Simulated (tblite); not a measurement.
Geometry relaxation, with input and output: C$_{3}$H$_{6}$NSi

C$_{3}$H$_{6}$NSi, multiplicity 2, computed with GFN2-xTB geometry optimisation, gas phase (tblite 0.8.0).

It belongs to a series of runs on one base structure; here: H removed from sp2 C.

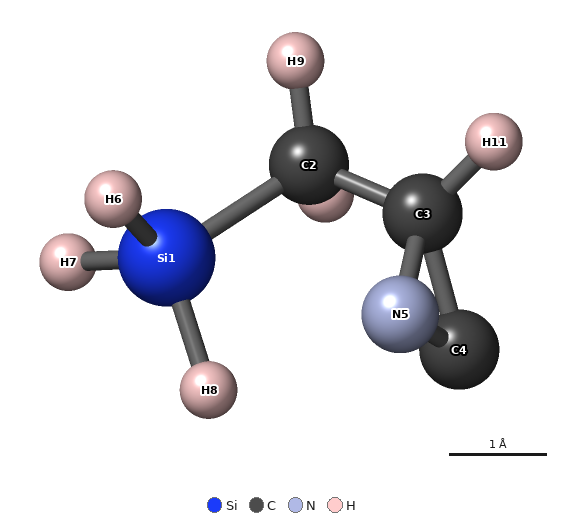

**Figure 1.** The structure as given in the input (ball-and-stick view, seen at a tilt; atoms are numbered from 1 in the order of the input).

Input
```
{"job": {"kind": "relax", "xc": "GFN2-xTB", "basis": "xTB"}, "charge": 0, "multiplicity": 2}
Si     1.361700    -0.160200    -0.173000
C     -0.133700     0.436200     0.768000
C     -1.327700     0.176600    -0.094800
C     -1.643000    -1.191500    -0.528700
N     -1.093200    -0.434300    -1.370200
H      1.834500     0.885700    -1.087600
H      2.433800    -0.526400     0.745200
H      0.974600    -1.375700    -0.893500
H     -0.042700     1.460100     1.133700
H     -0.239200    -0.250400     1.659700
H     -2.119600     0.982700    -0.184700
```

The first line tells a small driver script what to run in tblite; the rest is the geometry in Å.

Run as:
```bash
OMP_NUM_THREADS=1 python <driver script> task.json out
```

What the program printed
```
step      E/eV     max force
  0    -378.96693    2.899
  1    -379.16751    1.663
  2    -379.23133    1.591
  3    -379.28156    0.696
  4    -379.30435    0.476
  5    -379.32355    0.476
  6    -379.33731    0.370
  7    -379.35435    0.403
  8    -379.36957    0.329
  9    -379.38147    0.339
 10    -379.38947    0.312
 11    -379.39595    0.244
 12    -379.40247    0.219
 13    -379.40727    0.221
 14    -379.41023    0.214
 15    -379.41278    0.203
 16    -379.41563    0.188
 17    -379.41867    0.174
 18    -379.42167    0.169
 19    -379.42456    0.163
 20    -379.42755    0.165
 21    -379.43084    0.180
 22    -379.43401    0.152
 23    -379.43667    0.139
 24    -379.43917    0.174
 25    -379.44231    0.183
 26    -379.44704    0.218
 27    -379.45389    0.305
 28    -379.46260    0.354
 29    -379.47184    0.326
 30    -379.47921    0.211
 31    -379.48475    0.270
 32    -379.48847    0.164
 33    -379.48335    0.887
 34    -379.49230    0.114
 35    -379.49349    0.095
 36    -379.49653    0.214
 37    -379.49814    0.149
 38    -379.50106    0.152
 39    -379.50257    0.088
 40    -379.50351    0.141
 41    -379.50418    0.086
 42    -379.50508    0.080
 43    -379.50607    0.101
 44    -379.50684    0.076
 45    -379.50729    0.039
 46    -379.50751    0.037
 47    -379.50767    0.036
 48    -379.50792    0.052
 49    -379.50825    0.057
 50    -379.50858    0.070
 51    -379.50880    0.057
 52    -379.50893    0.032
 53    -379.50904    0.031
 54    -379.50912    0.046
 55    -379.50920    0.047
 56    -379.50927    0.034
 57    -379.50935    0.021
 58    -379.50942    0.018
 59    -379.50946    0.025
 60    -379.50948    0.021
 61    -379.50949    0.014
 62    -379.50952    0.015
 63    -379.50954    0.016
 64    -379.50956    0.016
 65    -379.50957    0.010
```

Trajectory as extended XYZ (Å, eV, eV/Å), 9 of the 66 frames kept, from step=0 to step=65
```
11
Properties=species:S:1:pos:R:3:forces:R:3 step=0 energy=-378.96693
Si    1.3617   -0.1602   -0.1730    1.0860  -0.5560  -1.0250
C    -0.1337    0.4362    0.7680   -1.3110  -0.6730   1.3330
C    -1.3277    0.1766   -0.0948   -0.7450   2.3940   1.4560
C    -1.6430   -1.1915   -0.5287   -0.1720   0.3130  -0.1790
N    -1.0932   -0.4343   -1.3702    0.1090  -1.4800  -1.8550
H     1.8345    0.8857   -1.0876   -0.1450  -0.0430   0.0950
H     2.4338   -0.5264    0.7452    0.0450   0.1030   0.2140
H     0.9746   -1.3757   -0.8935    0.4110   0.0650   0.0880
H    -0.0427    1.4601    1.1337   -0.2900  -0.1510  -0.0670
H    -0.2392   -0.2504    1.6597    0.2700   0.7240  -0.5860
H    -2.1196    0.9827   -0.1847    0.7410  -0.6960   0.5260
11
Properties=species:S:1:pos:R:3:forces:R:3 step=8 energy=-379.36957
Si    1.4083   -0.1858   -0.2003    0.0930  -0.0690  -0.1020
C    -0.1384    0.3923    0.7848   -0.3200   0.0010  -0.0770
C    -1.3432    0.2185   -0.0742   -0.1430  -0.2180   0.0600
C    -1.7646   -1.0879   -0.5590   -0.1050   0.0700   0.1780
N    -1.1244   -0.5460   -1.4691   -0.0350   0.2650   0.0840
H     1.8107    0.9023   -1.0943   -0.0550  -0.0760   0.0490
H     2.4443   -0.4846    0.7932    0.0110   0.1020   0.0270
H     1.1020   -1.4265   -0.9115    0.1770   0.0930   0.0630
H    -0.0913    1.4271    1.1254    0.1250  -0.0120  -0.0950
H    -0.2049   -0.2177    1.6898   -0.0330  -0.1020  -0.1000
H    -2.0932    1.0111   -0.1108    0.2840  -0.0550  -0.0860
11
Properties=species:S:1:pos:R:3:forces:R:3 step=16 energy=-379.41563
Si    1.4230   -0.1973   -0.1969    0.0200  -0.0090  -0.0440
C    -0.1510    0.3464    0.7747   -0.1140   0.0180  -0.0880
C    -1.3754    0.2117   -0.0519    0.0520  -0.0400  -0.1760
C    -1.8647   -1.0599   -0.5576   -0.0300   0.0690   0.1480
N    -1.1876   -0.5371   -1.4534    0.0310   0.0340   0.0170
H     1.7802    0.8978   -1.0955   -0.0210  -0.0110  -0.0060
H     2.4503   -0.3994    0.8314   -0.0010   0.0690   0.0020
H     1.2386   -1.4521   -0.9121   -0.0180  -0.0010   0.0280
H    -0.0640    1.3886    1.0813    0.0710  -0.0500   0.1350
H    -0.2071   -0.2678    1.6746   -0.0250  -0.0290  -0.0040
H    -2.0369    1.0717   -0.1204    0.0350  -0.0510  -0.0130
11
Properties=species:S:1:pos:R:3:forces:R:3 step=24 energy=-379.43917
Si    1.4351   -0.2001   -0.2065    0.0260   0.0480  -0.0200
C    -0.1477    0.3123    0.7593   -0.1210  -0.0170   0.0550
C    -1.3641    0.2504   -0.0812   -0.0170  -0.0160  -0.0800
C    -1.9396   -1.0142   -0.5060   -0.0220   0.0070   0.0280
N    -1.2371   -0.5808   -1.4321    0.0650   0.0110   0.0230
H     1.7370    0.8930   -1.1247   -0.0080  -0.0060  -0.0730
H     2.4489   -0.2573    0.8530    0.0420  -0.0360  -0.0330
H     1.3155   -1.4848   -0.8822   -0.0300   0.0230   0.0560
H    -0.0030    1.3131    1.1628   -0.1030   0.0410  -0.0040
H    -0.2534   -0.3630    1.6068    0.0880  -0.1260   0.0810
H    -1.9860    1.1341   -0.1751    0.0800   0.0720  -0.0330
11
Properties=species:S:1:pos:R:3:forces:R:3 step=32 energy=-379.48847
Si    1.4269   -0.1349   -0.2150    0.1510  -0.0420  -0.0450
C    -0.1722    0.2567    0.7920    0.0440  -0.0040   0.0850
C    -1.3340    0.2969   -0.1109    0.0160   0.0470   0.0380
C    -2.0584   -0.9132   -0.4575   -0.1450  -0.0470  -0.0250
N    -1.2254   -0.6732   -1.3468    0.0720  -0.0650  -0.1320
H     1.6497    0.8688   -1.2558   -0.0780  -0.0290   0.0850
H     2.4875   -0.0908    0.8072   -0.0540   0.0480  -0.0880
H     1.3446   -1.4877   -0.7520   -0.0160   0.0310  -0.0120
H    -0.0798    1.1849    1.3462    0.0400   0.0760   0.0330
H    -0.2537   -0.5640    1.5031   -0.0440  -0.0370   0.0900
H    -1.7796    1.2592   -0.3366    0.0160   0.0220  -0.0300
11
Properties=species:S:1:pos:R:3:forces:R:3 step=41 energy=-379.50418
Si    1.4285   -0.1231   -0.2052    0.0630  -0.0110  -0.0360
C    -0.1783    0.1898    0.8245   -0.0090  -0.0160  -0.0140
C    -1.3016    0.3096   -0.1229   -0.0110   0.0320  -0.0050
C    -2.1795   -0.7951   -0.4696    0.0200  -0.0800   0.0250
N    -1.2659   -0.7389   -1.3097    0.0130  -0.0050  -0.0180
H     1.5318    0.8535   -1.2851   -0.0510   0.0130   0.0210
H     2.5126    0.0783    0.7631    0.0080  -0.0130  -0.0040
H     1.4270   -1.4932   -0.6994   -0.0180   0.0050   0.0020
H    -0.0798    1.0886    1.4287   -0.0110  -0.0100  -0.0030
H    -0.2900   -0.6724    1.4824   -0.0540   0.0360   0.0170
H    -1.5994    1.3056   -0.4327    0.0500   0.0480   0.0160
11
Properties=species:S:1:pos:R:3:forces:R:3 step=49 energy=-379.50825
Si    1.4249   -0.1289   -0.2034   -0.0250  -0.0050  -0.0180
C    -0.1788    0.1941    0.8309    0.0030   0.0010   0.0470
C    -1.2946    0.3065   -0.1260    0.0310   0.0220   0.0140
C    -2.1499   -0.8144   -0.4752   -0.0440  -0.0250   0.0150
N    -1.2383   -0.7392   -1.3151    0.0440  -0.0180  -0.0310
H     1.5001    0.8681   -1.2674   -0.0100  -0.0020   0.0110
H     2.5274    0.0543    0.7470   -0.0060  -0.0120   0.0020
H     1.3923   -1.4931   -0.7109    0.0120   0.0020   0.0000
H    -0.0834    1.1016    1.4218    0.0130   0.0210  -0.0050
H    -0.3074   -0.6496    1.5095    0.0000  -0.0020  -0.0310
H    -1.5869    1.3033   -0.4372   -0.0170   0.0190  -0.0040
11
Properties=species:S:1:pos:R:3:forces:R:3 step=57 energy=-379.50935
Si    1.4132   -0.1361   -0.2063   -0.0040  -0.0030  -0.0170
C    -0.1802    0.2083    0.8359   -0.0010  -0.0010   0.0200
C    -1.2949    0.3062   -0.1236    0.0040   0.0090   0.0100
C    -2.1235   -0.8326   -0.4838    0.0070  -0.0050  -0.0080
N    -1.2039   -0.7362   -1.3139   -0.0010  -0.0010   0.0040
H     1.4918    0.8772   -1.2522    0.0020   0.0070  -0.0200
H     2.5221    0.0174    0.7412    0.0010   0.0040   0.0170
H     1.3733   -1.4946   -0.7249    0.0010  -0.0120  -0.0070
H    -0.0773    1.1245    1.4122   -0.0040  -0.0030   0.0020
H    -0.3051   -0.6290    1.5222   -0.0090   0.0090  -0.0060
H    -1.6099    1.2976   -0.4328    0.0050  -0.0050   0.0030
11
Properties=species:S:1:pos:R:3:forces:R:3 step=65 energy=-379.50957
Si    1.4091   -0.1377   -0.2107   -0.0060  -0.0020   0.0020
C    -0.1805    0.2098    0.8391   -0.0030   0.0040   0.0020
C    -1.2939    0.3072   -0.1212   -0.0030   0.0010   0.0000
C    -2.1168   -0.8345   -0.4859    0.0040  -0.0050  -0.0070
N    -1.1929   -0.7343   -1.3108   -0.0030  -0.0040  -0.0050
H     1.4894    0.8764   -1.2571   -0.0020  -0.0070  -0.0020
H     2.5141    0.0152    0.7427    0.0030   0.0040   0.0020
H     1.3716   -1.4966   -0.7296   -0.0010   0.0000   0.0000
H    -0.0762    1.1264    1.4140    0.0020   0.0000   0.0050
H    -0.3078   -0.6265    1.5257    0.0050   0.0030  -0.0040
H    -1.6105    1.2972   -0.4324    0.0030   0.0060   0.0070
```

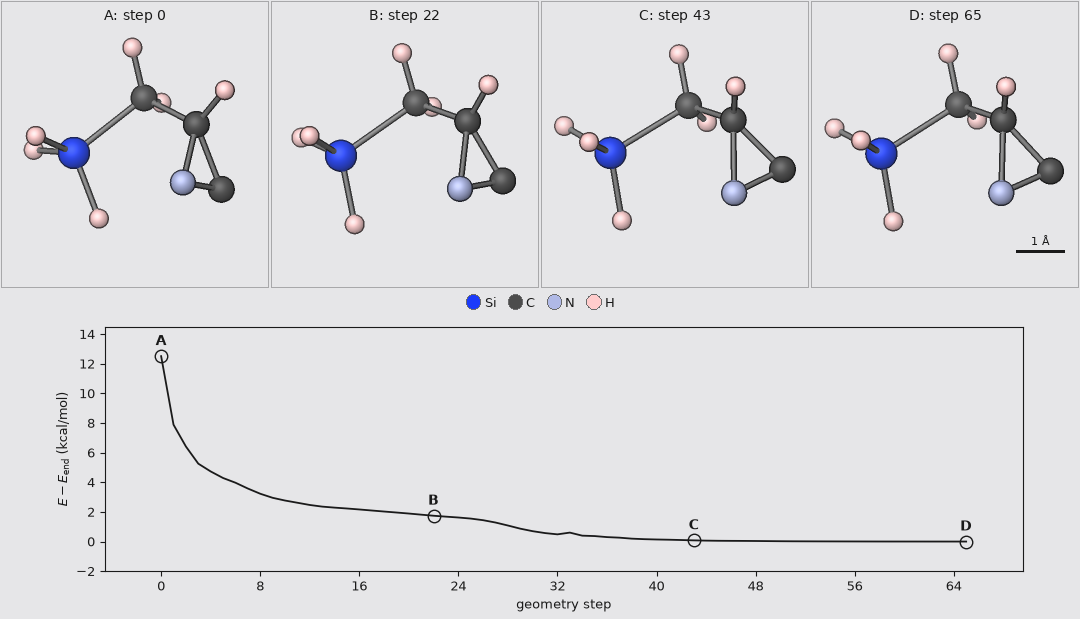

**Figure 2.** Frames of the relaxation (ball-and-stick view, seen at a tilt) above the curves, on which the letters mark them (steps are counted from 0).

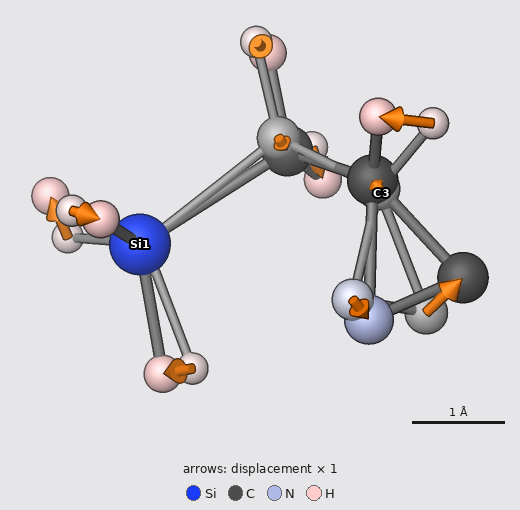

**Figure 3.** Start (faint) and end (solid) with the displacements as orange arrows, at true length (ball-and-stick view, seen at a tilt). The two geometries are laid on each other by the best rigid fit. The atom that moves furthest after the best rigid fit is H11 (0.66 Å). Largest moves by element: H 0.66 Å, C 0.60 Å, N 0.34 Å, Si 0.06 Å. Among the contacts that change: C3–N5 1.433 → 1.584 Å, Si1–C2 1.865 → 1.936 Å, C3–H11 1.134 → 1.085 Å, C2–H10 1.130 → 1.090 Å. Among the angles that change: C3–C4–N5 62.8° → 71.5°, C2–Si1–H7 110.6° → 104.3°, C3–C2–H10 106.0° → 111.9°. After 65 geometry steps the energy has fallen by 12.5 kcal/mol. Largest force component: 2.4 eV/Å at the start, 0.007 eV/Å at the end. (Atoms are counted from 1 in the order of the input.)

Results in brief

| quantity | value |
| --- | --- |
| outcome | converged |
| total energy | −379.5096 eV |
| hardware | 1 CPU thread, shared host |
| peak memory | 0.18 GiB |
